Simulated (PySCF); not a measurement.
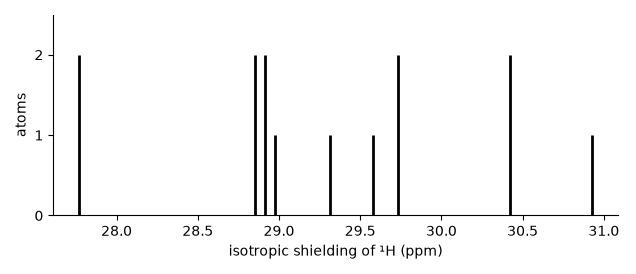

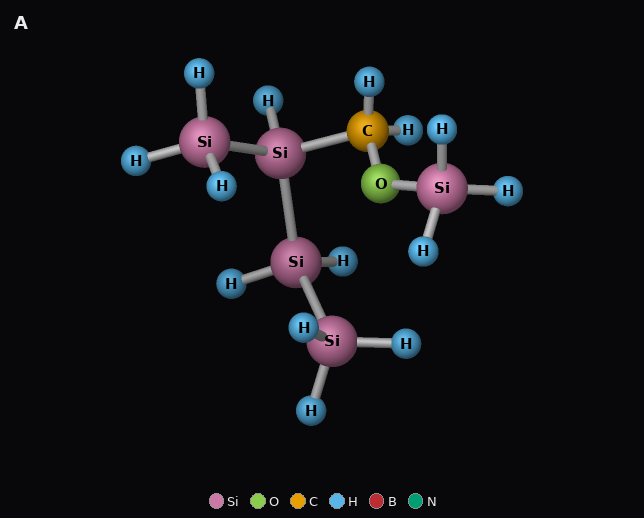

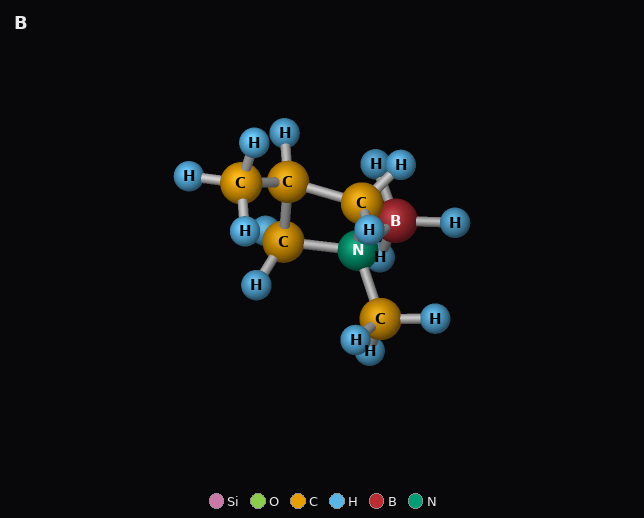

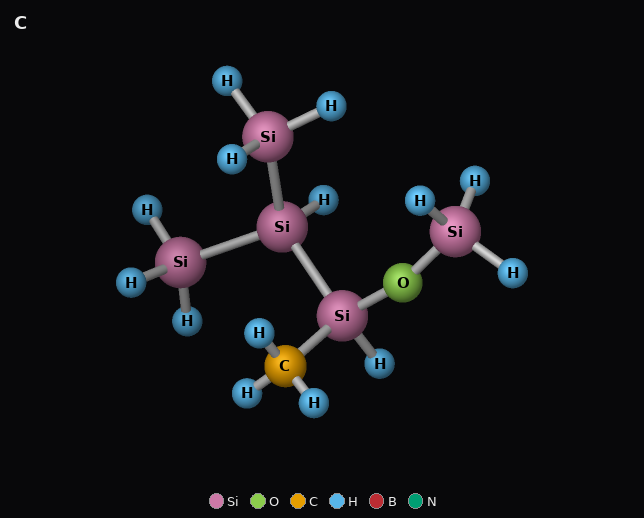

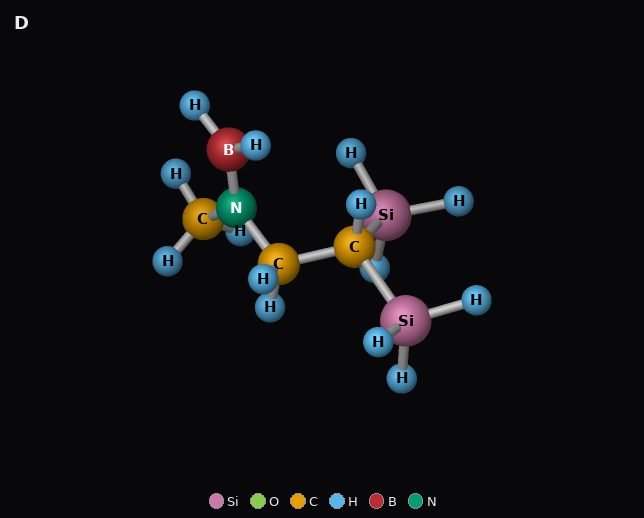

The sticks are computed shieldings of one of the molecules, for one fixed geometry (GFN2-xTB) without averaging over rotations. Low shielding means a high chemical shift. Method: GIAO PBE0/pcSseg-1 NMR shielding, non-relativistic, gas phase (PySCF 2.14.0).

Question: Match the spectrum to a structure.

Answer: B, `[BH3-][N@+]1(C)C[C@@H](C)C1`. Its 14 H atoms give lines at 27.77 (2 atoms), 28.85 (2 atoms), 28.91 (2 atoms), 28.98, 29.31, 29.58, 29.73 (2 atoms), 30.42 (2 atoms), 30.93 ppm.

The geometry is semi-empirical. Around B, Si such bond lengths and angles can be off by a tenth of an ångström or more and by several degrees, and values that hang on the shape move with them.
